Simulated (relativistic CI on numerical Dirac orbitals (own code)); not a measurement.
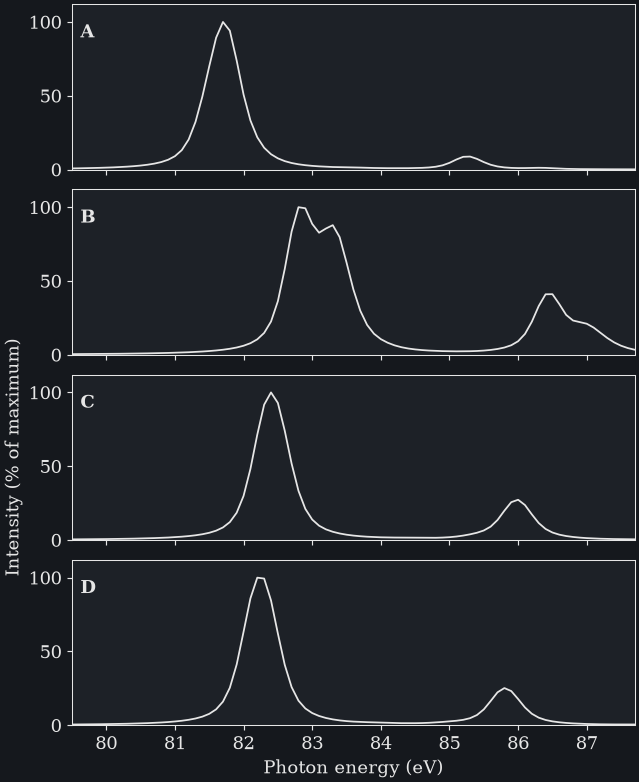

N₆,₇ X-ray absorption of Au³⁺ (gold, Z = 79), [Xe] 4f¹⁴ 5d⁸, in 4 environments. Multiplet model: relativistic Dirac–Coulomb–Breit theory, one configuration a step, Slater integrals scaled by 0.7, 10 K, Voigt broadening (Lorentzian 0.3 eV, Gaussian 0.3 eV full widths), computed with a radial Dirac CI code.

(1) a field of Td symmetry with 10Dq = −6,850 cm⁻¹
(2) a field of D3d symmetry with 10Dq = 14,250, Dσ = 320, Dτ = 210 cm⁻¹
(3) a field of D4h symmetry with 10Dq = 22,800, Ds = 1,920, Dt = −700 cm⁻¹
(4) a field of Oh symmetry with 10Dq = 17,500 cm⁻¹

Match the spectra to the environments.

A is (1), maxima at 81.7 eV (100) and 85.3 eV (9); B is (3), maxima at 82.8 eV (100), 83.3 eV (88) and 86.5 eV (41); C is (4), maxima at 82.4 eV (100) and 86.0 eV (27); D is (2), maxima at 82.2 eV (100) and 85.8 eV (25) (heights in % of each maximum). The ground-state spin is S = 0.98 in all.

Known limits: free-ion energies, so absolute edge positions are off by a few eV from solids.
